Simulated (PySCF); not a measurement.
## Run report: C$_{3}$H$_{14}$OSi$_{3}$, geometry relaxation (part 2 of 2)

C$_{3}$H$_{14}$OSi$_{3}$; PBE0-D3(BJ)/def2-SVP geometry optimisation, gas phase (PySCF 2.14.0). It belongs to a series of runs on one base structure; here: H on Si replaced by iPr.

Geometry of the input (Å):
```
C  -2.1823  1.1933  0.5265
C  -1.9156  -0.2624  0.2689
C  -3.0081  -0.8611  -0.6319
Si -0.1327  -0.5017  -0.4840
Si 1.4211  0.4629  0.8614
O  2.8348  -0.0368  0.2559
Si 4.4180  -0.2333  -0.0698
H  -1.4599  1.6562  1.2029
H  -2.1698  1.7830  -0.3918
H  -3.1982  1.3467  0.9633
H  -1.9628  -0.7771  1.2460
H  -2.8034  -1.9180  -0.7784
H  -4.0036  -0.7324  -0.1864
H  -3.0112  -0.3619  -1.5852
H  -0.2153  0.0460  -1.8464
H  -0.0045  -1.9429  -0.6809
H  1.4393  0.0780  2.2844
H  1.4852  1.9448  0.8699
H  4.4453  -1.3428  -1.0239
H  5.0745  -0.5421  1.1831
H  4.8779  1.0238  -0.6512
```

### Trajectory as extended XYZ, continued
```
21
Properties=species:S:1:pos:R:3:forces:R:3 step=8 energy=-28994.04731
C    -2.1808    1.1749    0.5479   -0.0147   0.0286  -0.0258
C    -1.9393   -0.3117    0.2886    0.0362  -0.0173   0.0375
C    -3.1231   -0.9675   -0.4181    0.0276   0.0105  -0.0401
Si   -0.2996   -0.6061   -0.6358   -0.0635   0.0055   0.0723
Si    1.4345    0.3732    0.5986    0.0502   0.0293   0.0112
O     2.9056   -0.0397   -0.0550   -0.0263  -0.0364  -0.0359
Si    4.5558    0.0408   -0.0402    0.0156   0.0111   0.0052
H    -1.3972    1.6253    1.1780    0.0070  -0.0036  -0.0053
H    -2.2157    1.7507   -0.3923   -0.0055  -0.0108  -0.0025
H    -3.1448    1.3343    1.0600    0.0098  -0.0058   0.0143
H    -1.7942   -0.8138    1.2643   -0.0385   0.0014  -0.0026
H    -2.9737   -2.0494   -0.5557   -0.0069  -0.0046  -0.0032
H    -4.0530   -0.8275    0.1589   -0.0036  -0.0102   0.0035
H    -3.2877   -0.5257   -1.4149   -0.0046  -0.0015   0.0010
H    -0.3560   -0.0139   -2.0113   -0.0029   0.0019  -0.0116
H    -0.0508   -2.0776   -0.7649    0.0189  -0.0034  -0.0220
H     1.3651   -0.0960    2.0223   -0.0010   0.0023   0.0021
H     1.3015    1.8665    0.6269   -0.0032   0.0002  -0.0040
H     5.0890   -0.9570   -1.0102   -0.0006  -0.0008  -0.0027
H     5.0842   -0.2658    1.3243    0.0003  -0.0006   0.0039
H     5.0099    1.4073   -0.4390    0.0058   0.0040   0.0047
21
Properties=species:S:1:pos:R:3:forces:R:3 step=9 energy=-28994.04983
C    -2.1937    1.1700    0.5502   -0.0078   0.0224  -0.0225
C    -1.9421   -0.3166    0.2992    0.0181  -0.0073   0.0298
C    -3.1166   -0.9803   -0.4164    0.0214   0.0094  -0.0322
Si   -0.2996   -0.6046   -0.6213   -0.0692  -0.0135   0.0404
Si    1.4438    0.3780    0.5959    0.0499   0.0222   0.0058
O     2.9065   -0.0386   -0.0768   -0.0289  -0.0222  -0.0214
Si    4.5571    0.0544   -0.0511    0.0074   0.0071   0.0009
H    -1.4159    1.6275    1.1825    0.0074  -0.0027  -0.0063
H    -2.2266    1.7410   -0.3930   -0.0053  -0.0113  -0.0006
H    -3.1612    1.3263    1.0565    0.0087  -0.0056   0.0128
H    -1.8047   -0.8144    1.2781   -0.0251  -0.0017  -0.0037
H    -2.9604   -2.0616   -0.5518   -0.0046  -0.0035  -0.0005
H    -4.0520   -0.8451    0.1528   -0.0029  -0.0089   0.0030
H    -3.2759   -0.5409   -1.4152   -0.0027   0.0008   0.0018
H    -0.3679   -0.0168   -1.9987    0.0061   0.0096  -0.0036
H    -0.0469   -2.0753   -0.7560    0.0203   0.0013  -0.0084
H     1.3898   -0.0893    2.0209    0.0042   0.0009   0.0020
H     1.3106    1.8713    0.6247    0.0006   0.0007  -0.0058
H     5.1025   -0.9354   -1.0224   -0.0010  -0.0001  -0.0002
H     5.0786   -0.2544    1.3158    0.0005   0.0007   0.0014
H     5.0044    1.4258   -0.4416    0.0029   0.0018   0.0072
21
Properties=species:S:1:pos:R:3:forces:R:3 step=10 energy=-28994.05343
C    -2.2211    1.1539    0.5561    0.0087   0.0031  -0.0007
C    -1.9487   -0.3329    0.3282   -0.0202   0.0036   0.0005
C    -3.1025   -1.0159   -0.4046   -0.0039   0.0018  -0.0067
Si   -0.3037   -0.6063   -0.5872   -0.0254  -0.0358  -0.0257
Si    1.4672    0.3883    0.5800    0.0017   0.0044   0.0044
O     2.9047   -0.0361   -0.1458   -0.0064  -0.0008  -0.0006
Si    4.5541    0.0997   -0.0800    0.0033   0.0002  -0.0065
H    -1.4524    1.6282    1.1872    0.0036   0.0041  -0.0090
H    -2.2537    1.7094   -0.3962   -0.0074  -0.0052   0.0026
H    -3.1936    1.3051    1.0545    0.0047  -0.0009   0.0075
H    -1.8252   -0.8198    1.3137   -0.0010  -0.0049  -0.0013
H    -2.9301   -2.0956   -0.5340    0.0012   0.0002   0.0027
H    -4.0491   -0.8930    0.1487   -0.0003  -0.0024   0.0011
H    -3.2517   -0.5823   -1.4075    0.0006   0.0038   0.0033
H    -0.3980   -0.0264   -1.9676    0.0167   0.0181   0.0118
H    -0.0341   -2.0738   -0.7327    0.0123   0.0076   0.0169
H     1.4625   -0.0736    2.0078    0.0099   0.0022   0.0014
H     1.3341    1.8815    0.6084    0.0060   0.0016  -0.0071
H     5.1448   -0.8621   -1.0526   -0.0016   0.0008   0.0020
H     5.0504   -0.2149    1.2954   -0.0012  -0.0003  -0.0030
H     4.9760    1.4878   -0.4394   -0.0013  -0.0012   0.0066
21
Properties=species:S:1:pos:R:3:forces:R:3 step=11 energy=-28994.05390
C    -2.2253    1.1539    0.5578    0.0079  -0.0039   0.0045
C    -1.9530   -0.3332    0.3316   -0.0135   0.0028  -0.0100
C    -3.1030   -1.0152   -0.4082   -0.0051   0.0015   0.0008
Si   -0.3041   -0.6052   -0.5777   -0.0035  -0.0216  -0.0202
Si    1.4702    0.3913    0.5845   -0.0073   0.0016   0.0088
O     2.9036   -0.0375   -0.1470    0.0018  -0.0030  -0.0067
Si    4.5535    0.0950   -0.0869   -0.0031   0.0020   0.0000
H    -1.4548    1.6298    1.1854    0.0030   0.0038  -0.0074
H    -2.2607    1.7069   -0.3958   -0.0071  -0.0019   0.0011
H    -3.1962    1.3056    1.0588    0.0027   0.0002   0.0053
H    -1.8344   -0.8210    1.3171    0.0008  -0.0030   0.0002
H    -2.9295   -2.0946   -0.5392    0.0020   0.0010   0.0015
H    -4.0524   -0.8946    0.1409    0.0010   0.0000   0.0008
H    -3.2477   -0.5791   -1.4106    0.0004   0.0024   0.0020
H    -0.3926   -0.0223   -1.9572    0.0099   0.0109   0.0086
H    -0.0280   -2.0714   -0.7227    0.0037   0.0043   0.0137
H     1.4736   -0.0666    2.0136    0.0065   0.0043   0.0010
H     1.3408    1.8850    0.6084    0.0031   0.0006  -0.0049
H     5.1398   -0.8685   -1.0603   -0.0023   0.0011   0.0000
H     5.0533   -0.2195    1.2872   -0.0003  -0.0017  -0.0026
H     4.9769    1.4824   -0.4473   -0.0007  -0.0014   0.0035
21
Properties=species:S:1:pos:R:3:forces:R:3 step=12 energy=-28994.05445
C    -2.2248    1.1503    0.5612    0.0006  -0.0067   0.0083
C    -1.9550   -0.3374    0.3365    0.0030   0.0015  -0.0167
C    -3.1064   -1.0186   -0.4018   -0.0024   0.0015   0.0065
Si   -0.3058   -0.6096   -0.5725    0.0172   0.0030   0.0008
Si    1.4734    0.3930    0.5788   -0.0178  -0.0003   0.0107
O     2.8996   -0.0394   -0.1651    0.0101  -0.0049  -0.0086
Si    4.5489    0.1013   -0.0971   -0.0004  -0.0002   0.0029
H    -1.4467    1.6293    1.1769    0.0025   0.0026  -0.0037
H    -2.2726    1.6991   -0.3941   -0.0054   0.0014  -0.0013
H    -3.1894    1.3035    1.0740    0.0009   0.0014   0.0035
H    -1.8350   -0.8249    1.3220   -0.0010  -0.0009   0.0023
H    -2.9329   -2.0978   -0.5341    0.0009   0.0009  -0.0006
H    -4.0548   -0.8990    0.1493    0.0008   0.0016   0.0006
H    -3.2528   -0.5808   -1.4031   -0.0005  -0.0002  -0.0002
H    -0.3888   -0.0232   -1.9506   -0.0012  -0.0021  -0.0007
H    -0.0219   -2.0743   -0.7123   -0.0058  -0.0019   0.0027
H     1.4934   -0.0582    2.0101    0.0001   0.0056   0.0003
H     1.3466    1.8872    0.5963   -0.0023  -0.0003  -0.0016
H     5.1437   -0.8559   -1.0712    0.0004   0.0014  -0.0037
H     5.0441   -0.2160    1.2780   -0.0003  -0.0030  -0.0009
H     4.9670    1.4925   -0.4486    0.0005  -0.0003  -0.0006
21
Properties=species:S:1:pos:R:3:forces:R:3 step=13 energy=-28994.05454
C    -2.2222    1.1510    0.5637   -0.0035  -0.0037   0.0063
C    -1.9549   -0.3368    0.3367    0.0086   0.0026  -0.0106
C    -3.1090   -1.0156   -0.3992    0.0006   0.0012   0.0047
Si   -0.3059   -0.6108   -0.5723    0.0148   0.0098   0.0100
Si    1.4729    0.3935    0.5780   -0.0077  -0.0012   0.0042
O     2.8979   -0.0414   -0.1676    0.0055  -0.0034  -0.0051
Si    4.5474    0.0972   -0.1017   -0.0015  -0.0010   0.0042
H    -1.4385    1.6304    1.1719    0.0018   0.0013  -0.0019
H    -2.2787    1.6993   -0.3913   -0.0031   0.0012  -0.0014
H    -3.1820    1.3047    1.0851    0.0011   0.0009   0.0025
H    -1.8333   -0.8252    1.3216   -0.0024  -0.0006   0.0017
H    -2.9370   -2.0948   -0.5333   -0.0003   0.0002  -0.0010
H    -4.0558   -0.8955    0.1545    0.0003   0.0011   0.0006
H    -3.2574   -0.5763   -1.3996   -0.0006  -0.0011  -0.0006
H    -0.3853   -0.0238   -1.9502   -0.0040  -0.0071  -0.0042
H    -0.0220   -2.0757   -0.7085   -0.0064  -0.0032  -0.0031
H     1.4960   -0.0534    2.0105   -0.0019   0.0043   0.0002
H     1.3471    1.8878    0.5913   -0.0028  -0.0006  -0.0009
H     5.1399   -0.8599   -1.0773    0.0001   0.0019  -0.0042
H     5.0439   -0.2221    1.2724    0.0003  -0.0029  -0.0002
H     4.9668    1.4883   -0.4522    0.0011   0.0003  -0.0014
```

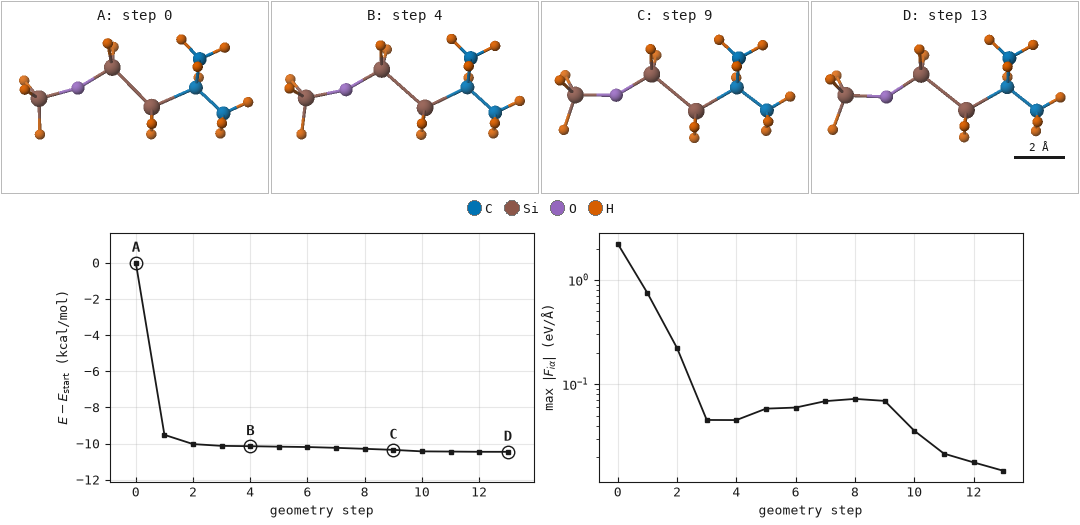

Frames of the relaxation (ball-and-stick view, seen at a tilt) above the curves, on which the letters mark them (steps are counted from 0).

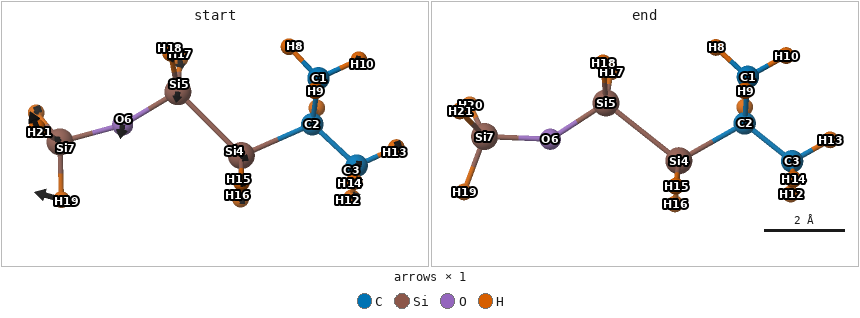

Before (left) and after (right) the relaxation, at one scale (ball-and-stick view, seen at a tilt). The black arrows give the displacements, at true length. The largest move after the best rigid fit is that of H19, 0.72 Å. Largest moves by element: H 0.72 Å, O 0.38 Å, Si 0.29 Å, C 0.18 Å. Distances before and after: Si4–Si5 2.270 → 2.344 Å, Si5–O6 1.617 → 1.666 Å, Si7–H20 1.448 → 1.496 Å, C2–Si4 1.950 → 1.903 Å. Among the angles that change: Si5–O6–Si7 164.2° → 144.3°, Si5–Si4–H16 116.0° → 108.6°, Si4–Si5–H17 118.0° → 110.6°. After 13 geometry steps the energy has fallen by 10.5 kcal/mol. Largest force component: 2.2 eV/Å at the start, 0.015 eV/Å at the end. (Atoms are counted from 1 in the order of the input.)

### Summary

| quantity | value |
| --- | --- |
| outcome | converged |
| total energy | −1065.511860 hartree |
| dipole moment | 1.11 D |
| point group | C1 |
| wall time | 12 min |
| peak memory | 0.77 GiB |
